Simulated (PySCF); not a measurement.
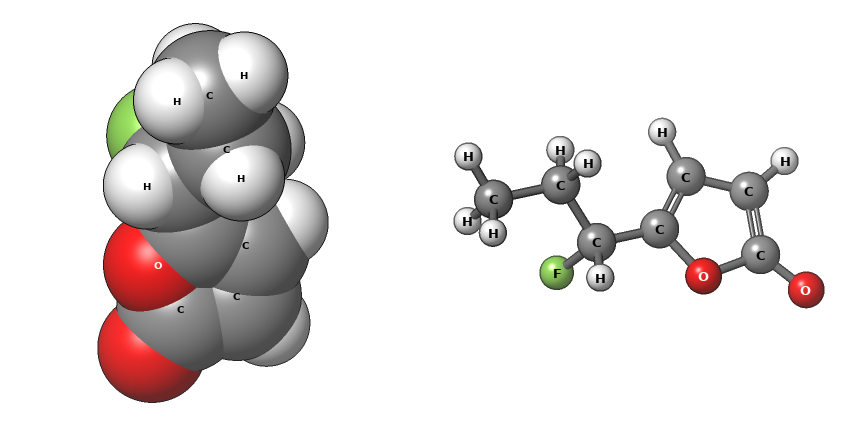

Both panels show the same species.

Charge −1, singlet. Computed geometry: PBE0-D3(BJ)/def2-SVP optimisation. No frequency run is at hand to confirm it as a minimum.

What does the picture show?

Formula C₇H₈FO₂⁻. SMILES: `CC[C@@H](F)c1ccc([O-])o1`. Independent rings (smallest set): 1 of 5 members, 1 of them aromatic. Among its groups: C–F bond. This geometry has C1 symmetry. Coordination: 3 C tetrahedral; 4 C trigonal planar; 1 O bent.

More results for the same structure follow; atom numbers are the same in all pictures, views and colours differ.

**Electronic properties**

No frequency run is at hand to confirm it as a minimum. Method: PBE0/pcSseg-1 in benzene (IEF-PCM) (PySCF 2.14.0).

> Estimate the HOMO energy (Kohn–Sham orbital).

−2.51 eV.

**Charges**

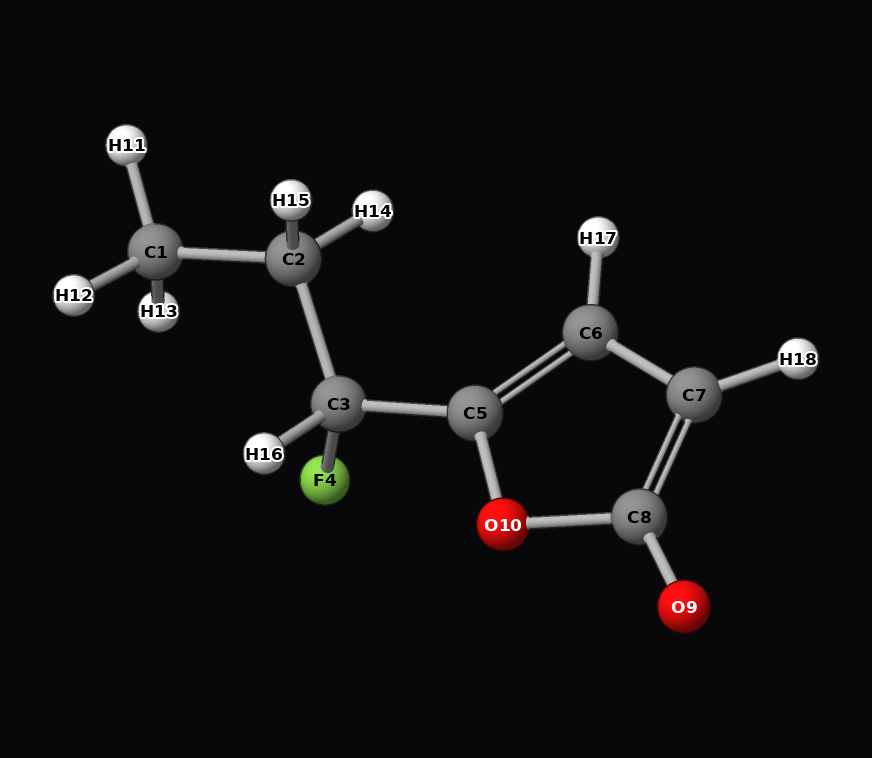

The questions are on IAO charges. No frequency run is at hand to confirm it as a minimum. Method: PBE0/pcSseg-1 in benzene (IEF-PCM) (PySCF 2.14.0).

> Which atom carries the highest charge (most positive or least negative)?

C8 (0.42 e).

> And the lowest?

O9 (−0.63 e).

Give the IAO charges atom by atom.

```csv
atom,value (e)
C1,−0.41
C2,−0.25
C3,0.15
F4,−0.39
C5,0.03
C6,−0.22
C7,−0.41
C8,0.42
O9,−0.63
O10,−0.35
H11,0.13
H12,0.13
H13,0.14
H14,0.13
H15,0.14
H16,0.13
H17,0.13
H18,0.13
```

**NMR shielding**

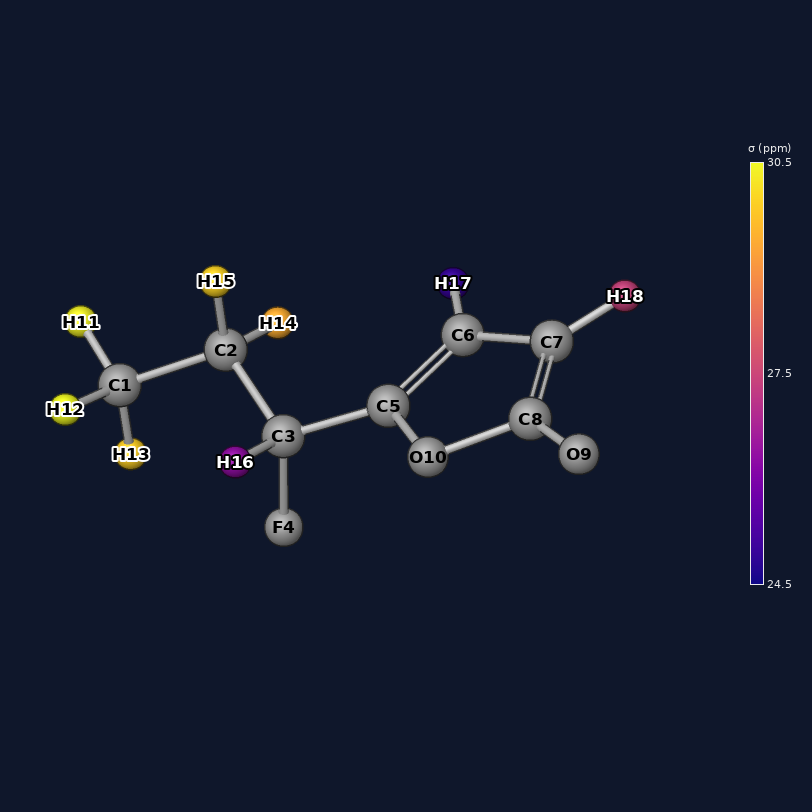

Atoms are coloured by their isotropic NMR shieldings (H only, the others grey). No frequency run is at hand to confirm it as a minimum. Method: GIAO PBE0/pcSseg-1 NMR shielding, non-relativistic, IEF-PCM benzene (PySCF 2.14.0).

> Which H atom is the most shielded (lowest chemical shift)?

H12 (30.50 ppm).

> Which H atom is the least shielded (highest chemical shift)?

H17 (24.97 ppm).

> How wide is the range of H shifts?

5.53 ppm.

List the isotropic NMR shieldings of the H atoms.

| atom | σ (ppm) |
| --- | --- |
| H11 | 30.40 |
| H12 | 30.50 |
| H13 | 29.91 |
| H14 | 29.41 |
| H15 | 29.97 |
| H16 | 26.33 |
| H17 | 24.97 |
| H18 | 27.43 |
